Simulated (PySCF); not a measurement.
# Cl2H2Si, SMILES `Cl[SiH2]Cl`: electronic structure

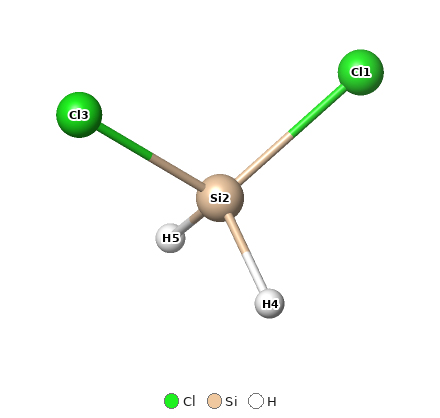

The molecule, with its atoms numbered as below. No frequency check shows the geometry to be a minimum.

Cartesian coordinates (Å):

```
Cl1     -1.6423   -0.4029   -0.0000
Si2      0.0000    0.7550    0.0000
Cl3      1.6423   -0.4029    0.0000
H4      -0.0002    1.5638    1.2093
H5       0.0002    1.5638   -1.2093
```

### 1. Bonding charge

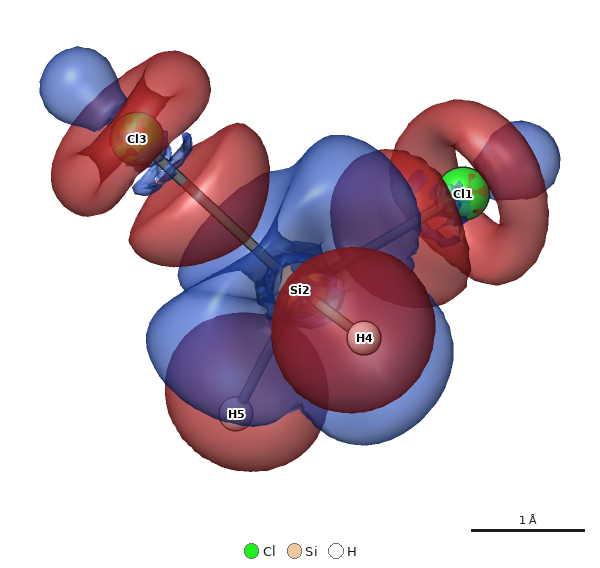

Deformation density (molecule less spherical, spin-averaged free atoms at the same positions), surfaces at ±0.04 e/Å³; red: gain, blue: loss.

PySCF calculation, PBE0/def2-TZVP, gas phase; geometry: GFN2-xTB.

Describe the bonding that the map shows.

Answer. Si2–H4 and Si2–H5: +0.27 e/Å³ at the bond critical point (bond length 1.46 Å, Mayer order 0.9). Cl1–Si2 and Si2–Cl3: +0.08 e/Å³ at the bond critical point (bond length 2.01 Å, Mayer order 1.2); up to 0.6 Å beside the axis the gain reaches +0.22 e/Å³. In all, 1.1 electrons gather in the regions of gain relative to the promolecule. A small or negative value marks a very polar bond, one between electron-rich atoms, whose free-atom densities already overlap strongly, a long bond to a heavier atom, or a closed-shell contact such as a hydrogen bond.

Where do the Hirshfeld charges lie?

Answer. The highest Hirshfeld charge is on Si2 (+0.33 e), the lowest on Cl1 and Cl3 (−0.10 e).

```tsv
atom	charge (e)
Cl1	−0.10
Si2	+0.33
Cl3	−0.10
H4	−0.07
H5	−0.07
```

### 2. Bond critical points

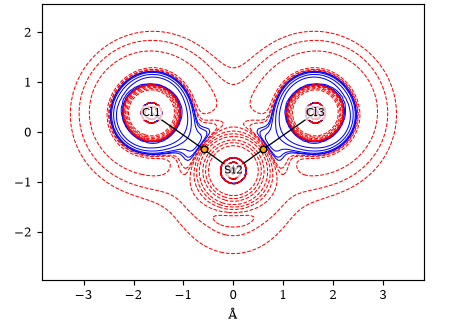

Negative Laplacian of the density (−∇²ρ) in the plane of Cl1, Si2 and Cl3 (solid blue lines positive, dashed red lines negative, contours at ±0.02 to ±8 a.u.), with bond paths and bond critical points (dots).

At which bond critical points in this plane is charge locally concentrated, and at which depleted?

Answer. At none is it concentrated. Depleted (∇²ρ > 0): Cl1–Si2 and Si2–Cl3 (+0.29 a.u., H = −0.055). A positive Laplacian with clearly negative H marks a strongly polar covalent bond, whose critical point lies close to the core of the less electronegative atom.

Where along Cl1–Si2 does the critical point lie?

Answer. 1.28 Å from Cl1 and 0.73 Å from Si2.

### 3. Electrostatic potential

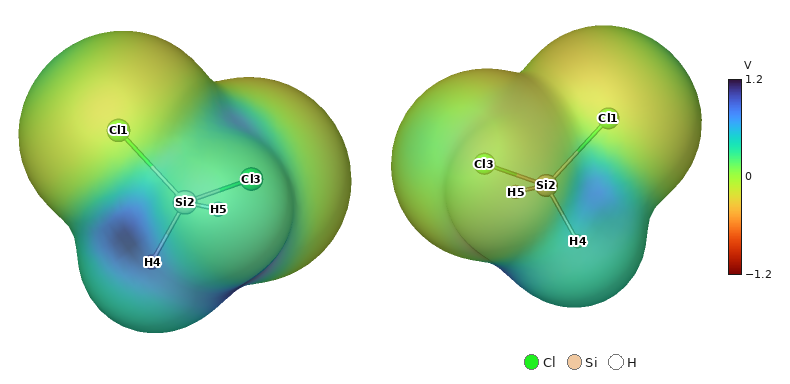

Electrostatic potential on the surface of electron density 0.001 a.u. (back view left, front view right).

Where are the extremes of the potential on the surface?

Answer. Highest: 1.12 V, about equally far (2.0 Å) from Si2, H4 and H5. Further maxima include 0.68 V, 1.8 Å from H4, and at like points elsewhere; 0.17 V, 2.0 Å from Cl1. Lowest: −0.29 V, 2.1 Å from Cl3, and at like points elsewhere. The surface is sampled at points, so like sites can differ by a few per cent and only the strongest of them is named.

Does Cl1 carry a σ-hole?

Answer. Yes: a local maximum of +0.17 V lies on the extension of the Si2–Cl1 bond.

What volume does the surface enclose, and what is the dipole moment?

Answer. About 102 Å³; the dipole moment is 1.0 D.

### 4. In an electric field

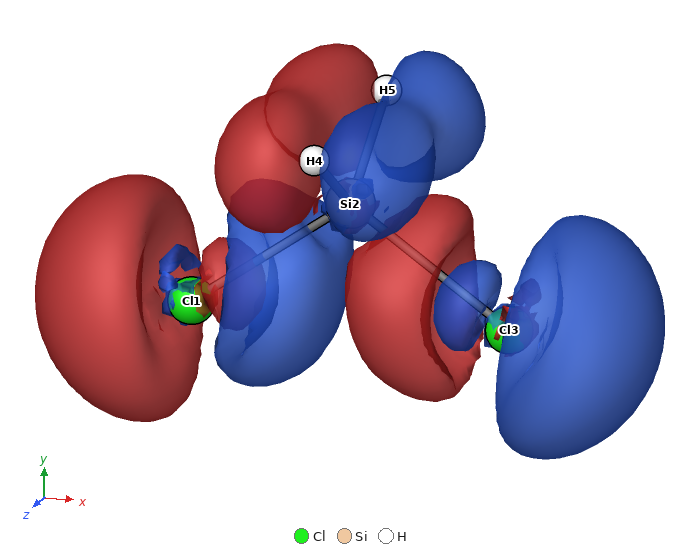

Change of the electron density in a uniform field of 0.21 V/Å, surfaces at ±0.0015 e/Å³ (red: gain, blue: loss).

Level of theory: PBE0/def2-TZVP (PySCF), at a geometry from GFN2-xTB. A basis without diffuse functions makes polarisabilities too small.

Along which Cartesian direction does the field point?

Answer. Along +x: electrons gather on the −x side, against the field.

How large is the response?

Answer. The induced dipole is 0.56 D (along the field); α along this axis, from the fields in both directions, is 55 bohr³ (8.1 Å³).

Which atoms gain and lose the most charge?

Answer. Electrons gather most on Cl1 (Hirshfeld charge changes by −0.018 e) and leave Cl3 most (+0.018 e); 0.047 electrons are displaced in all.

### 5. Removing or adding an electron

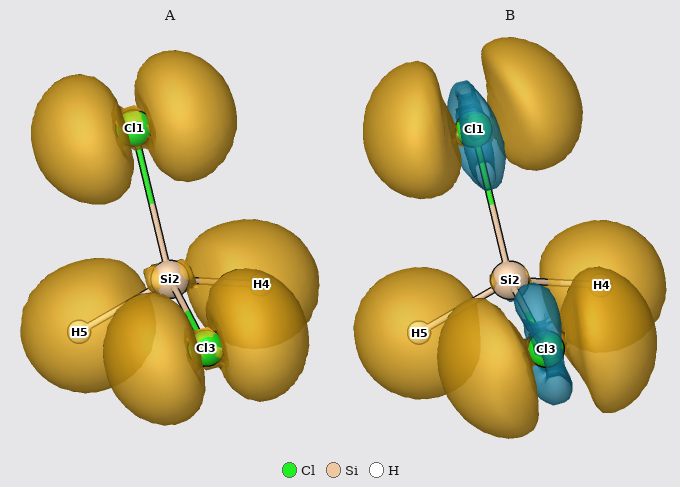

The Fukui function f⁻ from two separate SCF calculations and the density of the HOMO, at ±0.02 e/Å³ (yellow positive, teal negative).

Computed with PySCF, PBE0/def2-TZVP, geometry: GFN2-xTB.

Which panel is which, and how good is the frozen-orbital picture?

Answer. B is f⁻ (it has negative regions), A the HOMO density. The HOMO lies on Cl1 and Cl3 (28 % each), Si2 (18 %) and H4 and H5 (13 % each); f⁻ (Hirshfeld-condensed) is largest on Cl1 and Cl3 (0.29 each); the vertical ionisation energy is 11.28 eV. Relaxation shifts 2 % of the electron between atoms. The orbital energy is −9.08 eV.

The PySCF runs shown took 9.9 s, 24 s and 120 s on 1 thread of Intel(R) Xeon(R) Platinum 8259CL CPU @ 2.50GHz (Skylake/Cascade Lake) (shared host).
